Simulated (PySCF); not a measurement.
# C6H4N2O: the cost of one run

Programs: PySCF 2.14.0, with routines of our own; each step states its level. All values are computed. Atoms count from 0.

## 1. The system as given

13 atoms, charge 0, multiplicity 1; geometry from: GFN2-xTB.

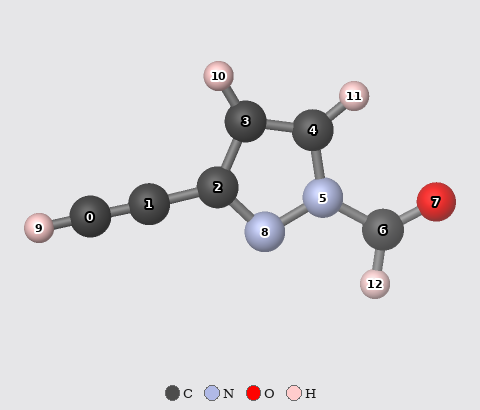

The starting geometry (carbon dark grey, nitrogen light blue, oxygen red, hydrogen pink).

## 2. Magnetic properties: GIAO B3LYP/pcSseg-1

Job settings and geometry (Å):

```
{"job": {"kind": "mag", "xc": "B3LYP", "basis": "pcSseg-1", "isotopologues": 0}, "charge": 0, "multiplicity": 1}
C     -3.183515     0.115966     1.519455
C     -2.101311     0.061159     1.002507
C     -0.853662    -0.025890     0.358581
C     -0.602726    -0.627477    -0.916312
C      0.731279    -0.470534    -1.115842
N      1.227319     0.186704    -0.015515
C      2.531423     0.560253     0.222538
O      3.438563     0.350954    -0.530338
N      0.257262     0.452655     0.874372
H     -4.123181     0.170513     1.982874
H     -1.324855    -1.093460    -1.554218
H      1.382071    -0.752961    -1.917917
H      2.616945     1.072606     1.193496
```

Method: GIAO B3LYP/pcSseg-1 magnetisability, rotational g tensor and spin-rotation constants, non-relativistic, gas phase.

On the command line:

```
> OMP_NUM_THREADS=1 python excited_run.py task.json out
```

One launch serves the whole session: the jobs run in the order shown.

Q: Estimate the wall time and peak memory of this first job on 1 thread of Arm Neoverse V1, shared host.

About 26 s, with a peak of 0.77 GiB.
